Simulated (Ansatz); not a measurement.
Start from PbZrO₃ in the cubic perovskite structure (space group Pm-3m, No. 221; a = 4.141 Å; a cell from a computed database, its experimental status unchecked).

The same geometry is solved again with PBEsol+SOC.

Levels (all Ansatz, an electronic-structure program, PAW, earlier PAW set): PBEsol+SOC (420 eV, with spin-orbit coupling); PBEsol (420 eV, without spin-orbit coupling).

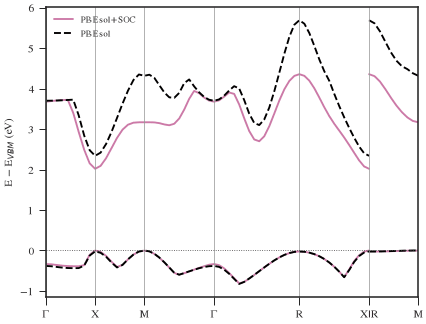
Figure. Highest valence and lowest conduction band along the path, each from its own valence-band maximum

The gap is 2.02 eV, direct at X; the base has 2.34 eV.

Single points use the geometry relaxed with PBEsol. Differences between runs with and without spin-orbit coupling are approximate. With Pb present, leaving out spin-orbit coupling can change the band edges. Whether these cells are dynamically stable was not tested. Many cubic perovskites are stable only at high temperature; tilts and polar distortions were not tested.
